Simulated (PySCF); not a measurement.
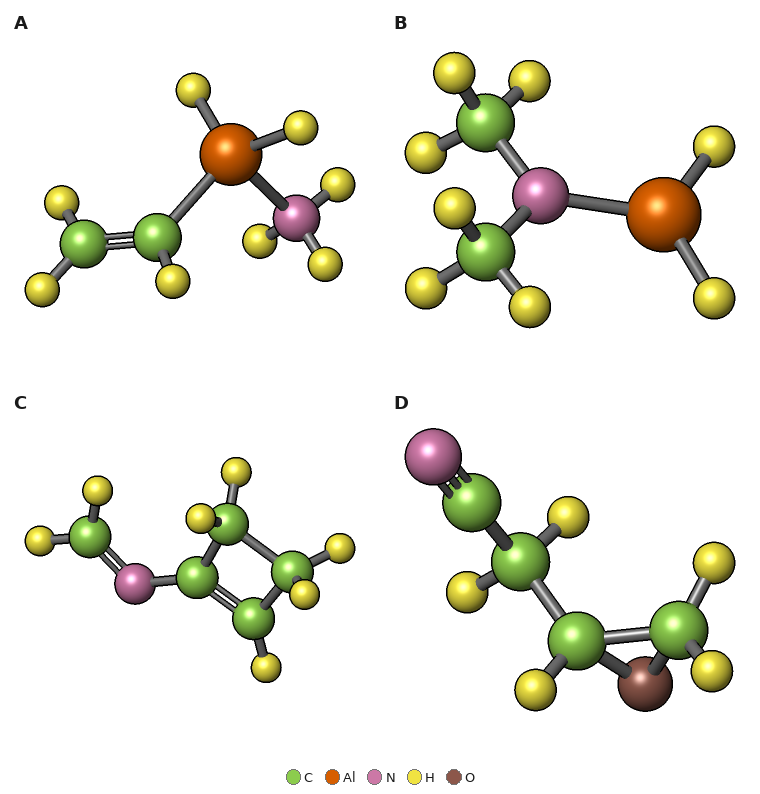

Simulated data, not a measurement (program: PySCF).

> Which panel belongs to which SMILES?
(1) C=NC1=CCC1
(2) C[N](C)[AlH2]
(3) N#CC[C@@H]1CO1
(4) C=[CH][AlH2-][NH3+]

A is (4), B is (2), C is (1), D is (3).
